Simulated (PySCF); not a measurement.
## NMR shielding calculation, with input and output: CH$_{6}$O$_{3}$Si

System: CH$_{6}$O$_{3}$Si, SMILES OC(O)O[SiH3].
Method: GIAO PBE0/pcSseg-2 NMR shielding, non-relativistic, gas phase (PySCF 2.14.0).

The geometry comes from this level: PBE0-D3(BJ)/def2-SVP. Figures and captions count atoms from 1; the log counts them from 0 in places.

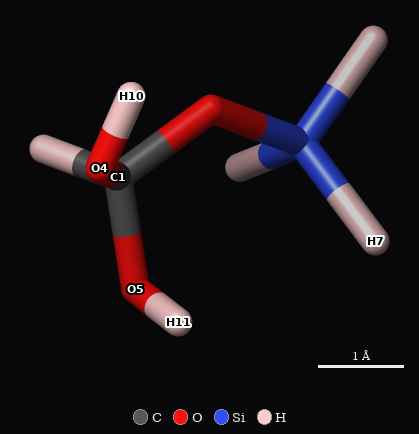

*The input geometry (stick view, seen at a tilt; atoms are numbered from 1 in the order of the input).*

Bond lengths as drawn: C–H 1.11 Å, C–O 1.38 to 1.40 Å, H–O 0.96 to 0.97 Å, H–Si 1.49 Å and O–Si 1.68 Å.

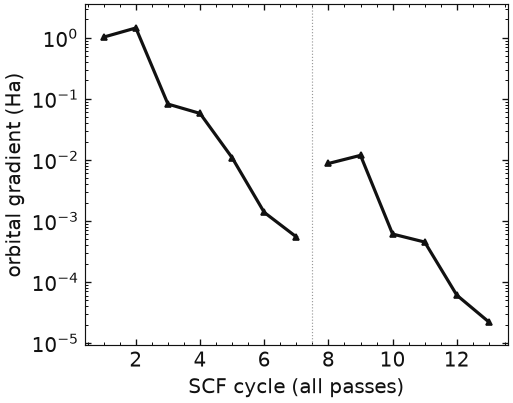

*Convergence of the self-consistent field: orbital gradient against the SCF cycle. The dotted line marks the change from a coarse to the final integration grid.*

The first 7 cycles use a coarse grid, the final grid takes over at cycle 8, and the field converges after 13 cycles in all.

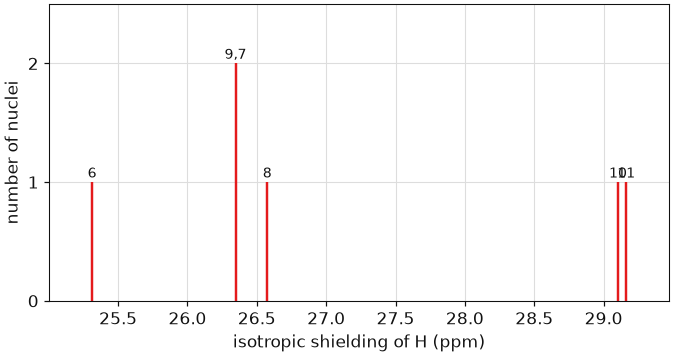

*Isotropic shieldings of the hydrogen nuclei in this fixed geometry, labelled by atom number; shielding grows to the right, so chemical shift grows to the left.*

The least shielded is H6 (25.3 ppm), the most shielded H11 (29.2 ppm).

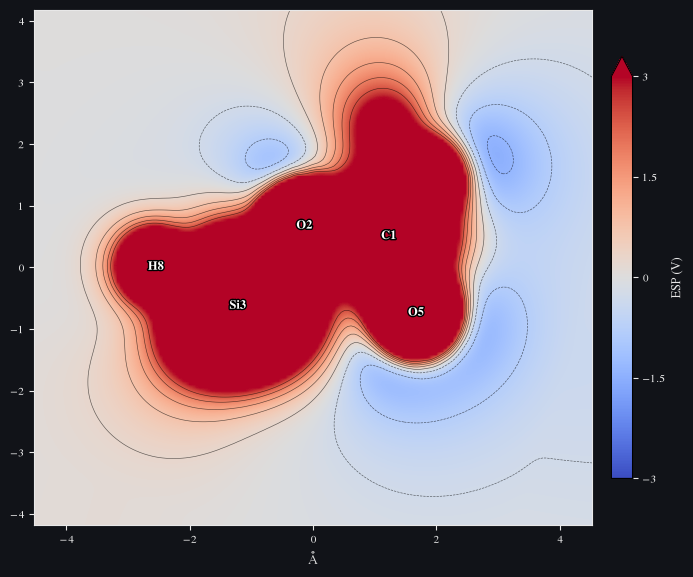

*Electrostatic potential on the plane of atoms O2, Si3 and H8.*

Atoms in the plane: C, O, Si and H.

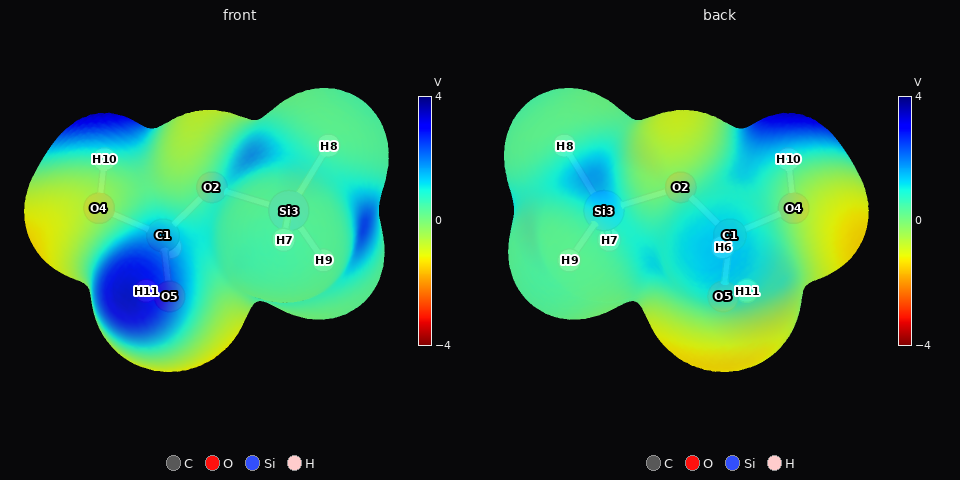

*The electrostatic potential painted on the density surface at 0.004 e/bohr³, seen at a tilt and from behind; red is negative and blue positive.*

Its dipole moment is 1.10 D.

The input and output of the run follow.

**The input**
```
{"job": {"kind": "nmr", "xc": "PBE0", "basis": "pcSseg-2"}, "charge": 0, "multiplicity": 1}
C     -0.250318    -0.773752     0.714288
O     -0.227594     0.596175     0.440020
Si    -0.161835     1.193949    -1.131694
O      0.410912    -0.981549     1.906413
O      0.355855    -1.516349    -0.273354
H     -1.304245    -1.111772     0.757236
H      1.171957     0.972664    -1.763200
H     -0.392829     2.656416    -0.980823
H     -1.228617     0.590670    -1.981533
H      0.359671    -0.153847     2.398559
H      1.305111    -1.499995    -0.085466
```

The first line tells a small driver script what to run in PySCF; the rest is the geometry in Å.

Launched with:
```bash
OMP_NUM_THREADS=1 python <driver script> task.json out
```

**Log**
```
coarse grid: 9688 points
cycle   1  E = -556.4635073870  dE =  6.513e-01  |g| = 1.027e+00  |ddm| = 2.236e+00
cycle   2  E = -556.2817853296  dE =  1.817e-01  |g| = 1.447e+00  |ddm| = 1.177e+00
cycle   3  E = -556.6387636203  dE = -3.570e-01  |g| = 8.206e-02  |ddm| = 7.517e-01
cycle   4  E = -556.6394107139  dE = -6.471e-04  |g| = 5.770e-02  |ddm| = 7.066e-02
cycle   5  E = -556.6399699957  dE = -5.593e-04  |g| = 1.085e-02  |ddm| = 3.094e-02
cycle   6  E = -556.6399883637  dE = -1.837e-05  |g| = 1.382e-03  |ddm| = 5.706e-03
cycle   7  E = -556.6399886951  dE = -3.314e-07  |g| = 5.484e-04  |ddm| = 1.289e-03
final grid: 88992 points
cycle   8  E = -556.6345386869  dE = -7.383e-05  |g| = 8.730e-03  |ddm| = 2.757e-02
cycle   9  E = -556.6345276515  dE =  1.104e-05  |g| = 1.187e-02  |ddm| = 8.306e-03
cycle  10  E = -556.6345505272  dE = -2.288e-05  |g| = 6.105e-04  |ddm| = 5.086e-03
cycle  11  E = -556.6345505592  dE = -3.191e-08  |g| = 4.512e-04  |ddm| = 5.369e-04
cycle  12  E = -556.6345505948  dE = -3.565e-08  |g| = 6.093e-05  |ddm| = 2.255e-04
cycle  13  E = -556.6345505954  dE = -5.625e-10  |g| = 2.215e-05  |ddm| = 4.208e-05
converged SCF energy = -556.6345505954

GIAO shielding tensors (ppm)
atom      isotropic    diamagn.    paramagn.     s11        s22        s33       span
  0 C       75.036     235.845    -160.809     56.847     79.894     88.368     31.522
  1 O      220.727     396.942    -176.215    158.145    209.983    294.052    135.907
  2 Si     386.244     877.134    -490.890    351.813    356.801    450.119     98.306
  3 O      211.632     387.266    -175.634    139.771    211.707    283.419    143.648
  4 O      212.752     391.038    -178.286    158.393    204.377    275.487    117.094
  5 H       25.313      28.268      -2.955     22.533     23.558     29.848      7.316
  6 H       26.363      29.074      -2.711     23.054     25.025     31.009      7.955
  7 H       26.576      28.619      -2.044     23.785     24.758     31.184      7.398
  8 H       26.331      28.603      -2.272     23.412     24.490     31.090      7.678
  9 H       29.104      31.472      -2.368     21.703     26.341     39.268     17.565
 10 H       29.163      31.991      -2.828     23.936     25.685     37.868     13.932
```

**Summary**

```json
{"quantity": "outcome", "value": "converged"}
{"quantity": "total energy", "value": "−556.634551 hartree"}
{"quantity": "HOMO", "value": "−8.62 eV"}
{"quantity": "LUMO", "value": "0.08 eV"}
{"quantity": "dipole moment", "value": "1.10 D"}
{"quantity": "isotropic shielding, C", "value": "75.0 ppm"}
{"quantity": "isotropic shielding, O", "value": "211.6 to 220.7 ppm"}
{"quantity": "isotropic shielding, Si", "value": "386.2 ppm"}
{"quantity": "isotropic shielding, H", "value": "25.3 to 29.2 ppm"}
{"quantity": "hardware", "value": "1 CPU thread, shared host"}
{"quantity": "wall time", "value": "55 s"}
{"quantity": "peak memory", "value": "1.1 GiB"}
```
